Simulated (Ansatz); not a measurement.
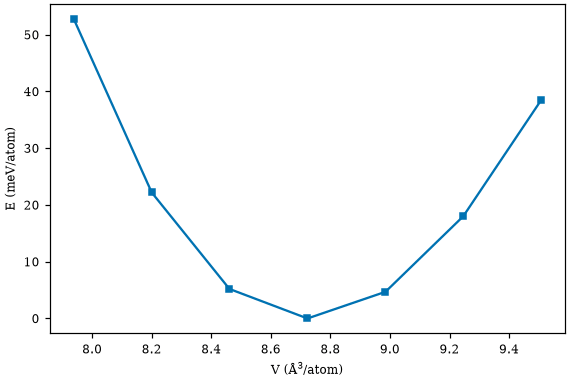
*AlN (CsCl type, Pm-3m) under volume change, PBEsol in the plane-wave PAW code Ansatz, scaled uniformly.*

Task: What does a third-order Birch–Murnaghan fit give for V₀, B₀ and B′?

Result: V₀ = 8.72 Å³/atom, B₀ = 203 GPa, B′ = 4.2.

The cell is a constructed one: a structure type filled with these elements; neither database checked (COD, Materials Project) lists it. It is not the phase usual at ambient conditions (space group No. 186, 216). Symmetry was held in the PBEsol relaxation. At this level the phase is mechanically unstable.

Potentials: the later of the program's two PAW sets.
